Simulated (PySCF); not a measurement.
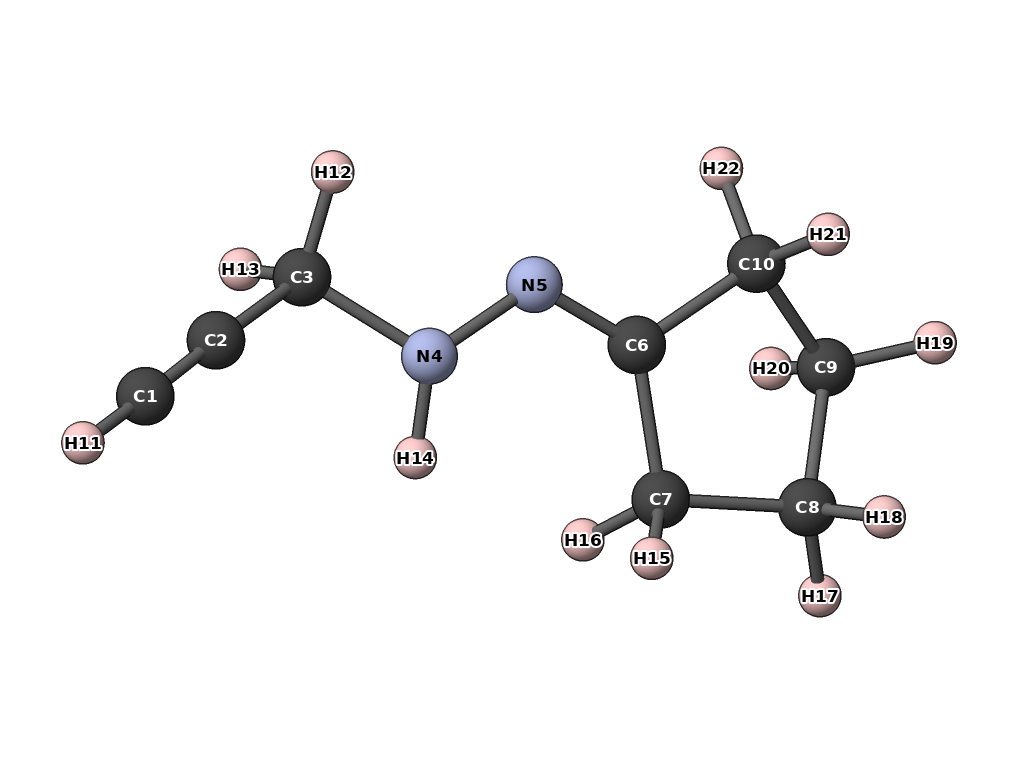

The questions are on Hirshfeld charges. Computed geometry: GFN2-xTB optimisation. No frequency run is at hand to confirm it as a minimum. Properties computed with PBE0/pcSseg-1, gas phase (PySCF 2.14.0).

Give the Hirshfeld charges atom by atom.

| atom | value (e) |
| --- | --- |
| C1 | −0.12 |
| C2 | −0.04 |
| C3 | −0.01 |
| N4 | −0.09 |
| N5 | −0.12 |
| C6 | 0.05 |
| C7 | −0.08 |
| C8 | −0.07 |
| C9 | −0.07 |
| C10 | −0.08 |
| H11 | 0.09 |
| H12 | 0.06 |
| H13 | 0.05 |
| H14 | 0.11 |
| H15 | 0.04 |
| H16 | 0.04 |
| H17 | 0.04 |
| H18 | 0.04 |
| H19 | 0.04 |
| H20 | 0.04 |
| H21 | 0.04 |
| H22 | 0.04 |
